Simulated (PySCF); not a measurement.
**Geometry relaxation of CH$_{10}$Si$_{2}$ (part 3 of 4)**

The same run, continued: CH$_{10}$Si$_{2}$; RKS PBE0-D4/def2-TZVP, density fitting (PySCF 2.14.0). The geometry is a transition state displaced along its imaginary mode. The reaction was set up to form Si1–C7 and Si2–H6 and to break Si1–Si2 and H6–C7 (atoms counted from 1 in the order of the input); sticks are drawn by distance alone.

Geometry of the input (Å):
```
Si -0.3311  0.9252  0.6588
Si 1.4579  -1.1890  0.2323
H  -1.2748  2.0531  0.7810
H  -0.4544  0.1550  2.0050
H  1.0222  1.6260  0.4902
H  0.0586  -0.3088  -0.3820
C  -1.3519  0.3478  -0.9850
H  2.2804  -0.8380  1.4547
H  1.0023  -2.6006  0.3993
H  2.3598  -1.1256  -0.9366
H  -1.1861  -0.5147  -1.6850
H  -1.2589  1.2547  -1.5267
H  -2.3240  0.2149  -0.5058
```

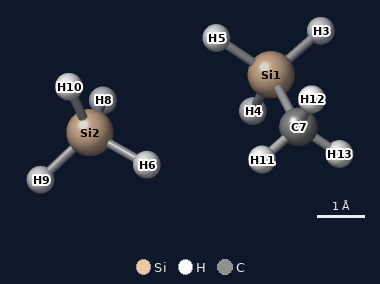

**Figure 1.** The geometry at step 43 of the log (ball-and-stick view, seen at a tilt; atoms are numbered from 1 in the order of the input).

Trajectory as extended XYZ, continued
```
13
Properties=species:S:1:pos:R:3:forces:R:3 step=33 energy=-16947.59687
Si   -0.7687    1.3896    0.5196    0.0008   0.0069   0.0058
Si    1.9535   -1.7876    0.2904    0.0142  -0.0075  -0.0172
H    -1.2988    2.6848    1.0272    0.0016  -0.0033  -0.0016
H    -0.8527    0.3900    1.6185   -0.0015  -0.0002   0.0000
H     0.6671    1.5805    0.1761    0.0026  -0.0028  -0.0017
H     0.6598   -1.5434   -0.3968   -0.0021   0.0009  -0.0032
C    -1.7383    0.8217   -0.9749    0.0162   0.0042  -0.0197
H     2.0408   -0.9332    1.4991    0.0010  -0.0003   0.0150
H     2.0342   -3.2191    0.6797    0.0044   0.0128  -0.0019
H     3.0704   -1.4611   -0.6335   -0.0178  -0.0049   0.0096
H    -1.3469   -0.1248   -1.3539   -0.0048   0.0022   0.0038
H    -1.6785    1.5599   -1.7781   -0.0010  -0.0048   0.0073
H    -2.7909    0.6790   -0.7230   -0.0137  -0.0033   0.0038
13
Properties=species:S:1:pos:R:3:forces:R:3 step=34 energy=-16947.59707
Si   -0.7672    1.3912    0.5189    0.0026   0.0010   0.0005
Si    1.9517   -1.7904    0.2914    0.0245  -0.0163  -0.0160
H    -1.2886    2.6904    1.0244   -0.0016  -0.0013  -0.0024
H    -0.8564    0.3941    1.6196   -0.0023  -0.0002   0.0007
H     0.6697    1.5727    0.1744    0.0012  -0.0030  -0.0014
H     0.6546   -1.5561   -0.3918   -0.0105   0.0037  -0.0066
C    -1.7391    0.8246   -0.9751    0.0218   0.0124  -0.0157
H     2.0311   -0.9466    1.5077   -0.0004   0.0039   0.0191
H     2.0503   -3.2244    0.6679    0.0043   0.0166  -0.0041
H     3.0634   -1.4420   -0.6310   -0.0189  -0.0059   0.0098
H    -1.3517   -0.1248   -1.3503   -0.0009  -0.0044  -0.0003
H    -1.6740    1.5600   -1.7804   -0.0011  -0.0052   0.0075
H    -2.7928    0.6874   -0.7252   -0.0188  -0.0013   0.0087
13
Properties=species:S:1:pos:R:3:forces:R:3 step=35 energy=-16947.59740
Si   -0.7659    1.3912    0.5172    0.0019  -0.0135  -0.0069
Si    1.9489   -1.7895    0.2947    0.0256  -0.0229  -0.0070
H    -1.2780    2.6952    1.0181   -0.0077   0.0075  -0.0006
H    -0.8636    0.3978    1.6205   -0.0019   0.0006   0.0016
H     0.6727    1.5616    0.1743    0.0039  -0.0033  -0.0013
H     0.6462   -1.5635   -0.3798   -0.0175   0.0074  -0.0061
C    -1.7380    0.8252   -0.9774    0.0193   0.0187  -0.0015
H     2.0232   -0.9648    1.5245   -0.0031   0.0063   0.0145
H     2.0683   -3.2275    0.6492    0.0046   0.0140  -0.0049
H     3.0510   -1.4129   -0.6271   -0.0112  -0.0024   0.0058
H    -1.3549   -0.1278   -1.3471    0.0050  -0.0118  -0.0067
H    -1.6658    1.5572   -1.7850   -0.0015  -0.0035   0.0018
H    -2.7932    0.6943   -0.7308   -0.0175   0.0030   0.0113
13
Properties=species:S:1:pos:R:3:forces:R:3 step=36 energy=-16947.59783
Si   -0.7628    1.3899    0.5145    0.0064  -0.0204  -0.0121
Si    1.9436   -1.7872    0.2989    0.0173  -0.0279   0.0069
H    -1.2654    2.7001    1.0083   -0.0082   0.0105   0.0002
H    -0.8718    0.4018    1.6216   -0.0011   0.0026   0.0004
H     0.6784    1.5468    0.1744   -0.0021  -0.0033   0.0014
H     0.6338   -1.5707   -0.3656   -0.0126   0.0070  -0.0001
C    -1.7351    0.8253   -0.9808    0.0014   0.0163   0.0110
H     2.0123   -0.9830    1.5435   -0.0046   0.0017  -0.0008
H     2.0873   -3.2291    0.6292    0.0028   0.0191  -0.0074
H     3.0342   -1.3796   -0.6228   -0.0048   0.0024   0.0035
H    -1.3584   -0.1323   -1.3451    0.0073  -0.0100  -0.0098
H    -1.6555    1.5538   -1.7907   -0.0011  -0.0054  -0.0010
H    -2.7924    0.7028   -0.7363   -0.0006   0.0076   0.0076
13
Properties=species:S:1:pos:R:3:forces:R:3 step=37 energy=-16947.59833
Si   -0.7583    1.3862    0.5096    0.0015  -0.0096  -0.0065
Si    1.9369   -1.7819    0.3045   -0.0266  -0.0089   0.0294
H    -1.2542    2.7038    0.9919    0.0004   0.0039  -0.0004
H    -0.8823    0.4065    1.6226    0.0004   0.0016  -0.0007
H     0.6863    1.5286    0.1768   -0.0050  -0.0022   0.0012
H     0.6172   -1.5698   -0.3440    0.0020   0.0017   0.0120
C    -1.7300    0.8228   -0.9862   -0.0129  -0.0072   0.0310
H     2.0067   -1.0026    1.5661   -0.0050  -0.0042  -0.0202
H     2.1036   -3.2266    0.6047    0.0028  -0.0039  -0.0039
H     3.0101   -1.3426   -0.6195    0.0250   0.0169  -0.0152
H    -1.3609   -0.1395   -1.3467    0.0057   0.0021  -0.0095
H    -1.6448    1.5486   -1.7974    0.0005   0.0005  -0.0157
H    -2.7885    0.7092   -0.7407    0.0111   0.0094  -0.0016
13
Properties=species:S:1:pos:R:3:forces:R:3 step=38 energy=-16947.59880
Si   -0.7530    1.3845    0.5074    0.0049  -0.0115  -0.0023
Si    1.9312   -1.7817    0.3071   -0.0014  -0.0190   0.0259
H    -1.2365    2.7096    0.9823    0.0034   0.0013  -0.0005
H    -0.8897    0.4109    1.6248    0.0025   0.0068  -0.0050
H     0.6941    1.5102    0.1764   -0.0118  -0.0025   0.0041
H     0.6024   -1.5869   -0.3306    0.0197  -0.0036   0.0165
C    -1.7277    0.8244   -0.9874   -0.0314  -0.0106   0.0273
H     1.9878   -1.0237    1.5844   -0.0010  -0.0234  -0.0483
H     2.1326   -3.2306    0.5791   -0.0038   0.0483  -0.0128
H     2.9917   -1.2995   -0.6151   -0.0158  -0.0002   0.0209
H    -1.3682   -0.1434   -1.3433    0.0037   0.0090  -0.0078
H    -1.6344    1.5461   -1.8016    0.0003  -0.0053  -0.0115
H    -2.7882    0.7226   -0.7425    0.0306   0.0110  -0.0066
13
Properties=species:S:1:pos:R:3:forces:R:3 step=39 energy=-16947.59922
Si   -0.7464    1.3822    0.5061    0.0107  -0.0011  -0.0015
Si    1.9249   -1.7807    0.3078   -0.0080  -0.0225   0.0101
H    -1.2212    2.7127    0.9760    0.0081  -0.0051  -0.0029
H    -0.8898    0.4143    1.6273    0.0019   0.0040  -0.0034
H     0.7019    1.4961    0.1743   -0.0193  -0.0016   0.0060
H     0.5898   -1.5959   -0.3204    0.0272  -0.0070   0.0170
C    -1.7256    0.8240   -0.9863   -0.0386  -0.0073   0.0078
H     1.9788   -1.0330    1.5902    0.0006  -0.0179  -0.0312
H     2.1459   -3.2296    0.5653   -0.0054   0.0508  -0.0118
H     2.9746   -1.2765   -0.6150   -0.0163  -0.0018   0.0182
H    -1.3730   -0.1473   -1.3405   -0.0007   0.0157  -0.0016
H    -1.6282    1.5429   -1.8032   -0.0003  -0.0147   0.0029
H    -2.7869    0.7308   -0.7401    0.0400   0.0086  -0.0097
13
Properties=species:S:1:pos:R:3:forces:R:3 step=40 energy=-16947.59974
Si   -0.7350    1.3759    0.5077   -0.0004   0.0225   0.0080
Si    1.9188   -1.7812    0.3038    0.0060   0.0389  -0.0396
H    -1.1966    2.7124    0.9735    0.0074  -0.0041  -0.0005
H    -0.8835    0.4146    1.6325   -0.0021  -0.0087   0.0085
H     0.7121    1.4762    0.1735    0.0082  -0.0008  -0.0041
H     0.5757   -1.6078   -0.3063    0.0012  -0.0072  -0.0084
C    -1.7240    0.8227   -0.9784    0.0029   0.0204  -0.0464
H     1.9705   -1.0474    1.5902    0.0058   0.0005   0.0353
H     2.1641   -3.2260    0.5371    0.0088  -0.0186   0.0050
H     2.9532   -1.2435   -0.6177   -0.0232  -0.0124   0.0099
H    -1.3789   -0.1493   -1.3359   -0.0033  -0.0172   0.0074
H    -1.6273    1.5379   -1.7989    0.0045  -0.0035   0.0215
H    -2.7831    0.7386   -0.7271   -0.0158  -0.0096   0.0031
13
Properties=species:S:1:pos:R:3:forces:R:3 step=41 energy=-16947.60058
Si   -0.7289    1.3750    0.5004   -0.0030   0.0388   0.0164
Si    1.9078   -1.7768    0.3118   -0.0110  -0.0070   0.0019
H    -1.1734    2.7238    0.9537    0.0171  -0.0367  -0.0123
H    -0.8951    0.4255    1.6338   -0.0004   0.0010  -0.0035
H     0.7222    1.4524    0.1714   -0.0129  -0.0023  -0.0013
H     0.5545   -1.6122   -0.2802    0.0145  -0.0128   0.0065
C    -1.7205    0.8226   -0.9856    0.0361  -0.0190  -0.0100
H     1.9631   -1.0763    1.6188    0.0049  -0.0038  -0.0069
H     2.1821   -3.2242    0.5107   -0.0047   0.0220  -0.0085
H     2.9196   -1.2037   -0.6117   -0.0056   0.0021   0.0090
H    -1.3848   -0.1574   -1.3337   -0.0136   0.0237   0.0097
H    -1.6115    1.5322   -1.8088   -0.0015  -0.0035   0.0007
H    -2.7808    0.7515   -0.7359   -0.0199  -0.0024  -0.0018
13
Properties=species:S:1:pos:R:3:forces:R:3 step=42 energy=-16947.60110
Si   -0.7222    1.3733    0.4970    0.0008   0.0193   0.0201
Si    1.9001   -1.7753    0.3157    0.0100  -0.0014  -0.0101
H    -1.1543    2.7280    0.9413    0.0143  -0.0200  -0.0072
H    -0.8991    0.4325    1.6365    0.0022   0.0040  -0.0088
H     0.7297    1.4341    0.1682   -0.0128  -0.0014   0.0013
H     0.5391   -1.6247   -0.2633    0.0224  -0.0134   0.0063
C    -1.7175    0.8223   -0.9865    0.0002  -0.0127  -0.0280
H     1.9520   -1.0949    1.6342    0.0063  -0.0115  -0.0175
H     2.2008   -3.2220    0.4881   -0.0074   0.0431  -0.0098
H     2.8965   -1.1677   -0.6060   -0.0332  -0.0163   0.0328
H    -1.3923   -0.1631   -1.3296   -0.0158   0.0296   0.0141
H    -1.6000    1.5268   -1.8137   -0.0017  -0.0155   0.0137
H    -2.7800    0.7647   -0.7382    0.0146  -0.0037  -0.0071
13
Properties=species:S:1:pos:R:3:forces:R:3 step=43 energy=-16947.59870
Si   -0.7178    1.3812    0.4877    0.0077  -0.1861  -0.0189
Si    1.8902   -1.7730    0.3276   -0.0608  -0.0384   0.0251
H    -1.1320    2.7336    0.9197   -0.0369   0.1614   0.0370
H    -0.8980    0.4547    1.6392    0.0104   0.0045  -0.0194
H     0.7294    1.4219    0.1435    0.0254   0.0024   0.0120
H     0.5276   -1.6635   -0.2554    0.0120   0.0321   0.0167
C    -1.7191    0.8237   -0.9894   -0.2236   0.0221  -0.0501
H     1.9384   -1.1011    1.6474   -0.0296   0.0174   0.0258
H     2.2181   -3.2090    0.4919    0.0261  -0.0597   0.0102
H     2.8743   -1.1467   -0.5816    0.0499   0.0513  -0.0759
H    -1.4187   -0.1770   -1.3138   -0.0106   0.0742   0.0173
H    -1.5744    1.5157   -1.8260   -0.0133  -0.0847   0.0530
H    -2.7932    0.7989   -0.7550    0.2434   0.0035  -0.0328
13
Properties=species:S:1:pos:R:3:forces:R:3 step=44 energy=-16947.60228
Si   -0.7066    1.3711    0.4899    0.0217  -0.0228  -0.0008
Si    1.8816   -1.7710    0.3234    0.0027  -0.0367  -0.0218
H    -1.1036    2.7389    0.9194   -0.0001   0.0110   0.0027
H    -0.9016    0.4461    1.6396    0.0021   0.0076  -0.0090
H     0.7457    1.3937    0.1552   -0.0197   0.0002   0.0084
H     0.5083   -1.6592   -0.2371    0.0366  -0.0005   0.0126
C    -1.7146    0.8246   -0.9869   -0.0498   0.0152   0.0019
H     1.9278   -1.1238    1.6578   -0.0027  -0.0089  -0.0028
H     2.2356   -3.2110    0.4515   -0.0094   0.0546  -0.0009
H     2.8466   -1.1056   -0.5901   -0.0288  -0.0082   0.0143
H    -1.4085   -0.1682   -1.3213    0.0095  -0.0146  -0.0016
H    -1.5871    1.5192   -1.8199    0.0095   0.0003  -0.0069
H    -2.7786    0.7866   -0.7397    0.0281   0.0027   0.0039
13
Properties=species:S:1:pos:R:3:forces:R:3 step=45 energy=-16947.60259
Si   -0.7013    1.3704    0.4866    0.0074   0.0229   0.0049
Si    1.8753   -1.7750    0.3270    0.0371   0.0328   0.0090
H    -1.0870    2.7468    0.9080    0.0098  -0.0319  -0.0067
H    -0.9076    0.4529    1.6401    0.0012   0.0084  -0.0075
H     0.7521    1.3794    0.1564   -0.0194  -0.0023   0.0056
H     0.5005   -1.6579   -0.2207   -0.0158  -0.0097  -0.0034
C    -1.7119    0.8264   -0.9900    0.0050  -0.0111  -0.0393
H     1.9273   -1.1477    1.6724    0.0023  -0.0101  -0.0304
H     2.2364   -3.2120    0.4360    0.0013   0.0083  -0.0090
H     2.8268   -1.0901   -0.5878   -0.0268  -0.0212   0.0346
H    -1.4134   -0.1734   -1.3174   -0.0195   0.0458   0.0179
H    -1.5721    1.5150   -1.8282   -0.0114  -0.0336   0.0364
H    -2.7764    0.8015   -0.7430    0.0287   0.0018  -0.0121
13
Properties=species:S:1:pos:R:3:forces:R:3 step=46 energy=-16947.60318
Si   -0.6944    1.3666    0.4851   -0.0082   0.0076   0.0030
Si    1.8694   -1.7706    0.3268    0.0125  -0.0048  -0.0102
H    -1.0687    2.7452    0.9042    0.0022  -0.0062  -0.0014
H    -0.9041    0.4546    1.6416   -0.0018   0.0002  -0.0023
H     0.7571    1.3643    0.1527    0.0063  -0.0020  -0.0021
H     0.4882   -1.6723   -0.2124    0.0105  -0.0075   0.0027
C    -1.7117    0.8261   -0.9881    0.0124  -0.0108  -0.0110
H     1.9190   -1.1524    1.6748    0.0018  -0.0016  -0.0048
H     2.2536   -3.2038    0.4226   -0.0045   0.0264  -0.0070
H     2.8064   -1.0656   -0.5861   -0.0212  -0.0129   0.0198
H    -1.4194   -0.1749   -1.3143   -0.0094   0.0178   0.0088
H    -1.5710    1.5118   -1.8268   -0.0040  -0.0085   0.0078
H    -2.7749    0.8066   -0.7387    0.0034   0.0025  -0.0034
13
Properties=species:S:1:pos:R:3:forces:R:3 step=47 energy=-16947.60358
Si   -0.6879    1.3680    0.4813    0.0130  -0.0099   0.0046
Si    1.8633   -1.7744    0.3303   -0.0076  -0.0111  -0.0003
H    -1.0456    2.7521    0.8946    0.0000   0.0015   0.0019
H    -0.9081    0.4618    1.6411    0.0011   0.0076  -0.0058
H     0.7642    1.3466    0.1477   -0.0112   0.0003   0.0035
H     0.4797   -1.6951   -0.2049    0.0032   0.0003  -0.0004
C    -1.7112    0.8314   -0.9885   -0.0120   0.0065   0.0067
H     1.9074   -1.1649    1.6818   -0.0005  -0.0008   0.0089
H     2.2689   -3.2012    0.4123    0.0027   0.0034   0.0016
H     2.7873   -1.0500   -0.5769    0.0011   0.0085  -0.0094
H    -1.4279   -0.1718   -1.3118    0.0038  -0.0186  -0.0021
H    -1.5682    1.5127   -1.8295    0.0062   0.0098  -0.0128
H    -2.7743    0.8207   -0.7382    0.0003   0.0025   0.0035
13
Properties=species:S:1:pos:R:3:forces:R:3 step=48 energy=-16947.60393
Si   -0.6835    1.3672    0.4782    0.0057  -0.0106   0.0052
Si    1.8596   -1.7749    0.3332    0.0038  -0.0285  -0.0154
H    -1.0266    2.7570    0.8844   -0.0016   0.0035   0.0015
H    -0.9127    0.4697    1.6428    0.0001   0.0052  -0.0040
H     0.7678    1.3293    0.1450   -0.0014   0.0001   0.0016
H     0.4693   -1.7125   -0.1894    0.0209  -0.0015   0.0046
C    -1.7117    0.8332   -0.9891   -0.0185  -0.0012  -0.0043
H     1.9036   -1.1835    1.6932    0.0015  -0.0039  -0.0001
H     2.2917   -3.1975    0.3922   -0.0100   0.0433  -0.0003
H     2.7639   -1.0210   -0.5726   -0.0174  -0.0086   0.0107
H    -1.4398   -0.1763   -1.3052   -0.0033   0.0043   0.0033
H    -1.5586    1.5075   -1.8347    0.0004  -0.0045   0.0008
H    -2.7756    0.8371   -0.7398    0.0199   0.0024  -0.0039
13
Properties=species:S:1:pos:R:3:forces:R:3 step=49 energy=-16947.60399
Si   -0.6823    1.3646    0.4771   -0.0474   0.0030  -0.0114
Si    1.8613   -1.7756    0.3330   -0.0084   0.0096  -0.0109
H    -1.0161    2.7560    0.8811   -0.0091   0.0264   0.0046
H    -0.9152    0.4739    1.6435   -0.0112  -0.0228   0.0211
H     0.7651    1.3183    0.1461    0.0671  -0.0048  -0.0188
H     0.4672   -1.7241   -0.1788    0.0044  -0.0053   0.0055
C    -1.7146    0.8345   -0.9895    0.0254  -0.0196  -0.0135
H     1.9097   -1.1982    1.6985   -0.0010   0.0061   0.0045
H     2.3103   -3.1906    0.3777    0.0045  -0.0010  -0.0077
H     2.7453   -1.0005   -0.5737   -0.0012  -0.0081   0.0074
H    -1.4532   -0.1814   -1.2973   -0.0163   0.0340   0.0079
H    -1.5498    1.5013   -1.8398   -0.0118  -0.0199   0.0229
H    -2.7780    0.8530   -0.7407    0.0051   0.0023  -0.0118
13
Properties=species:S:1:pos:R:3:forces:R:3 step=50 energy=-16947.60435
Si   -0.6735    1.3641    0.4736   -0.0048   0.0011  -0.0002
Si    1.8504   -1.7762    0.3367   -0.0028   0.0086  -0.0021
H    -0.9941    2.7623    0.8712    0.0009  -0.0048  -0.0017
H    -0.9184    0.4782    1.6436    0.0000   0.0019  -0.0018
H     0.7772    1.3004    0.1423   -0.0015   0.0006   0.0003
H     0.4548   -1.7342   -0.1719    0.0061  -0.0034   0.0026
C    -1.7104    0.8373   -0.9910    0.0024  -0.0067   0.0064
H     1.8954   -1.2068    1.7063    0.0004   0.0007  -0.0052
H     2.3122   -3.1877    0.3712    0.0022   0.0033  -0.0052
H     2.7275   -0.9882   -0.5660   -0.0062  -0.0092   0.0086
H    -1.4544   -0.1788   -1.2992   -0.0063   0.0075   0.0030
H    -1.5464    1.5027   -1.8414   -0.0007  -0.0019   0.0005
H    -2.7736    0.8600   -0.7408    0.0101   0.0023  -0.0054
13
Properties=species:S:1:pos:R:3:forces:R:3 step=51 energy=-16947.60443
Si   -0.6733    1.3648    0.4731    0.0018  -0.0015   0.0036
Si    1.8502   -1.7782    0.3374    0.0055  -0.0197   0.0019
H    -0.9878    2.7649    0.8675   -0.0012  -0.0010   0.0011
H    -0.9226    0.4815    1.6442   -0.0003   0.0031  -0.0006
H     0.7771    1.2943    0.1427    0.0015   0.0002   0.0004
H     0.4535   -1.7436   -0.1671   -0.0028  -0.0029  -0.0015
C    -1.7109    0.8397   -0.9909   -0.0080  -0.0024  -0.0108
H     1.8944   -1.2138    1.7088    0.0019  -0.0005  -0.0002
H     2.3231   -3.1873    0.3627   -0.0073   0.0192   0.0008
H     2.7200   -0.9822   -0.5635    0.0022   0.0045  -0.0026
H    -1.4604   -0.1788   -1.2962   -0.0064   0.0082   0.0044
H    -1.5422    1.5018   -1.8434   -0.0024  -0.0085   0.0104
H    -2.7745    0.8692   -0.7422    0.0156   0.0012  -0.0071
13
Properties=species:S:1:pos:R:3:forces:R:3 step=52 energy=-16947.60449
Si   -0.6716    1.3635    0.4728   -0.0023  -0.0034  -0.0005
Si    1.8494   -1.7782    0.3370   -0.0066  -0.0034  -0.0070
H    -0.9807    2.7650    0.8658   -0.0024   0.0029   0.0012
H    -0.9238    0.4829    1.6448   -0.0008  -0.0002   0.0028
H     0.7782    1.2875    0.1420    0.0058  -0.0003  -0.0003
H     0.4510   -1.7529   -0.1649    0.0061   0.0002   0.0006
C    -1.7114    0.8405   -0.9905   -0.0076  -0.0030  -0.0052
H     1.8923   -1.2168    1.7093    0.0009   0.0009   0.0062
H     2.3309   -3.1835    0.3581    0.0009   0.0045   0.0002
H     2.7123   -0.9728   -0.5628   -0.0015  -0.0016  -0.0017
H    -1.4661   -0.1797   -1.2940   -0.0048   0.0080   0.0043
H    -1.5392    1.5003   -1.8439   -0.0017  -0.0060   0.0053
H    -2.7749    0.8758   -0.7423    0.0141   0.0012  -0.0060
13
Properties=species:S:1:pos:R:3:forces:R:3 step=53 energy=-16947.60452
Si   -0.6734    1.3617    0.4732   -0.0012  -0.0111  -0.0002
Si    1.8503   -1.7768    0.3371   -0.0045   0.0096   0.0077
H    -0.9805    2.7634    0.8643   -0.0038   0.0162   0.0053
H    -0.9298    0.4828    1.6458   -0.0021  -0.0013   0.0007
H     0.7769    1.2822    0.1460    0.0092   0.0004  -0.0012
H     0.4501   -1.7532   -0.1586   -0.0030  -0.0013   0.0005
C    -1.7108    0.8406   -0.9922   -0.0073   0.0065   0.0037
H     1.8979   -1.2230    1.7133    0.0001  -0.0012  -0.0094
H     2.3365   -3.1800    0.3493    0.0043  -0.0066  -0.0013
H     2.7053   -0.9643   -0.5635    0.0027  -0.0001   0.0003
H    -1.4682   -0.1801   -1.2936    0.0009  -0.0144  -0.0031
H    -1.5348    1.4986   -1.8458    0.0041   0.0024  -0.0030
H    -2.7744    0.8797   -0.7472    0.0005   0.0009  -0.0003
```
